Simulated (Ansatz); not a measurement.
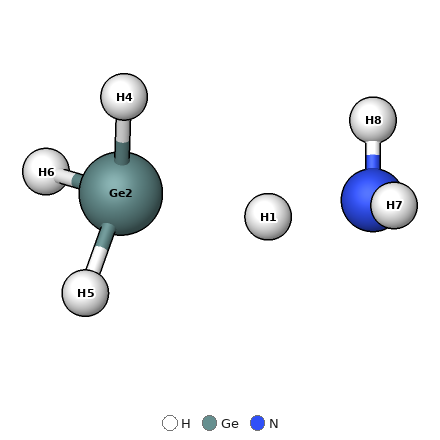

The system is the reacting system GeH6N (fragments GeH₄ + H₂N where the first distance is long, H₃N + GeH₃ where the second is long), spin multiplicity 2; the picture shows the reference structure. The first coordinate is: distance H1–N3 (bond that forms); the second: distance H1–Ge2 (bond that breaks). Relaxed at each point: all other coordinates. The scan uses a 9 × 9 grid. Points are written as (first, second). Energies: kcal/mol, counted from the lowest grid point. In part of the range the unrestricted reference is strongly spin-contaminated. These are results of UKS BHLYP-D4/def2-SVP (Ansatz 0.2.0), not measurements.

Its coordinates:

```yaml
atoms:
  - { symbol: H, position_ang: [-0.6487, 0.0372, -0.5036] }
  - { symbol: Ge, position_ang: [1.2991, -0.0129, -0.0913] }
  - { symbol: N, position_ang: [-1.9554, 0.0401, -0.2386] }
  - { symbol: H, position_ang: [1.4454, -0.2194, 1.4208] }
  - { symbol: H, position_ang: [1.9261, 1.3229, -0.5057] }
  - { symbol: H, position_ang: [1.9472, -1.1759, -0.8507] }
  - { symbol: H, position_ang: [-1.9957, 0.8061, 0.4323] }
  - { symbol: H, position_ang: [-2.0181, -0.7983, 0.3370] }
```

Range: distance H1–N3 (bond that forms) from 0.918 to 2.718 Å; distance H1–Ge2 (bond that breaks) from 1.359 to 2.859 Å.

Predict the map.

The lowest grid point is at (1.052 Å, 2.859 Å). It lies in a valley that leaves the map towards separated partners. A higher local minimum lies near (2.441 Å, 1.470 Å) (22 kcal/mol above the lowest at that grid point). The highest grid point, (2.718 Å, 2.859 Å), lies 96 kcal/mol above the lowest. On the interpolated surface the lowest path from the side where the first distance is long, about (2.52 Å, 1.53 Å), to the side where the second distance is long, (1.052 Å, 2.859 Å), has its top at about (1.51 Å, 1.64 Å), about 5.1 kcal/mol above the start and 27 kcal/mol above the end.

| second ↓, first → | 0.918 | 1.052 | 1.236 | 1.446 | 1.675 | 1.918 | 2.174 | 2.441 | 2.718 |
| --- | --- | --- | --- | --- | --- | --- | --- | --- | --- |
| 2.859 | 5 | 0 | 16 | 43 | 68 | 83 | 91 | 94 | 96 |
| 2.628 | 6 | 1 | 17 | 42 | 64 | 77 | 84 | 87 | 88 |
| 2.406 | 7 | 2 | 17 | 40 | 58 | 68 | 73 | 75 | 76 |
| 2.193 | 10 | 4 | 17 | 36 | 50 | 56 | 59 | 60 | 60 |
| 1.990 | 16 | 8 | 18 | 31 | 40 | 43 | 44 | 44 | 45 |
| 1.799 | 25 | 15 | 20 | 27 | 31 | 31 | 31 | 31 | 31 |
| 1.624 | 40 | 27 | 25 | 26 | 25 | 24 | 23 | 22 | 22 |
| 1.470 | 61 | 45 | 37 | 32 | 27 | 24 | 22 | 22 | 22 |
| 1.359 | 84 | 65 | 53 | 43 | 36 | 32 | 29 | 29 | 27 |

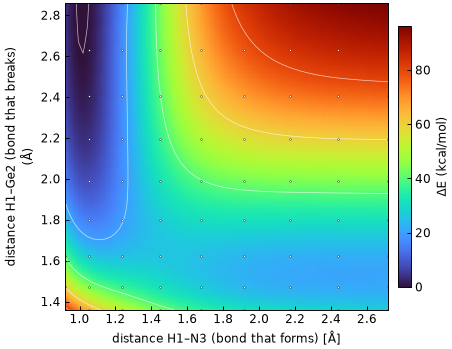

Drawn: a smooth colour map with a few white contour lines, dots at the grid points. Between grid points the surface is interpolated.

The whole map (81 points run) took 35 min on 1 thread of Arm Neoverse V2 (shared host).
